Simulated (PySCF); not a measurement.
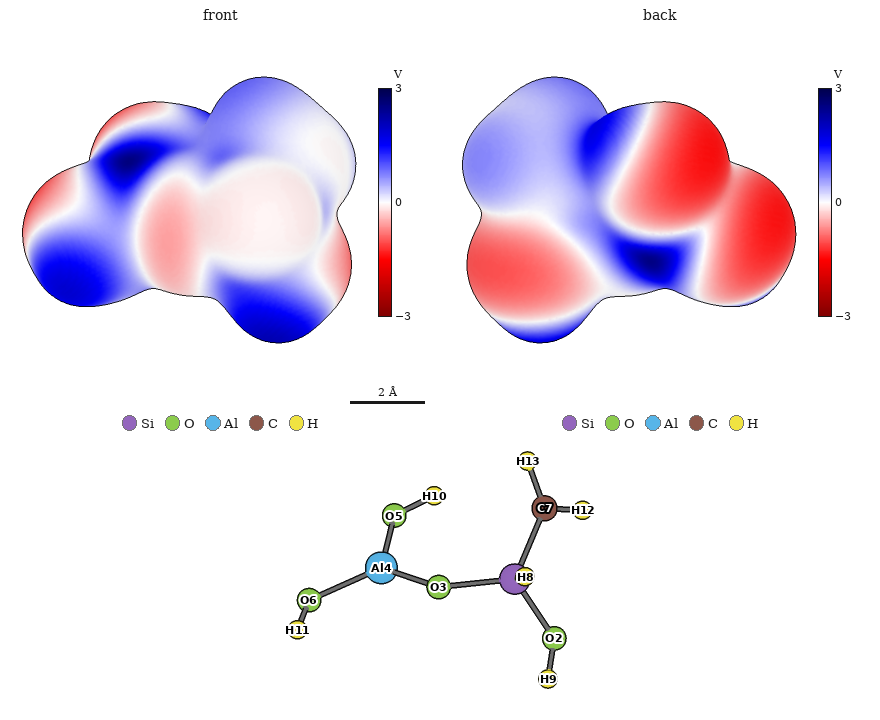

CH$_{6}$AlO$_{4}$Si (doublet). The molecular electrostatic potential painted on the density surface at 0.001 e/bohr³, seen from the front and from behind; red is negative and blue positive. The bare structure is drawn below in the same view.

Geometry: PBE0-D3(BJ)/def2-SVP.

Theory: UKS B3LYP, IGLO-III on Al C O Si, pcH-1 on H, non-relativistic, mean-field spin-orbit, GIAO (PySCF).

```xyz
13

Si    0.8746    0.9576   -0.1400
O     2.1292    0.2794   -0.9925
O     0.2261   -0.1204    0.9263
Al   -0.9883   -1.3146    1.0207
O    -2.1679   -1.4797   -0.1826
O    -1.0614   -2.3695    2.3406
C    -0.3661    1.4446   -1.4179
H     1.3509    2.1225    0.6623
H     2.9152    0.0503   -0.4893
H    -2.1826   -0.9235   -0.9637
H    -0.4445   -2.3432    3.0726
H    -0.1788    1.3235   -2.4907
H    -1.3148    1.9323   -1.1647
```

Where is the surface potential most negative and most positive?

Answer. The most negative region (about −1.4 V, or −32 kcal/mol for a unit charge) lies over O5 and O6, the most positive (about +2.3 V, or +53 kcal/mol for a unit charge) over Al4.
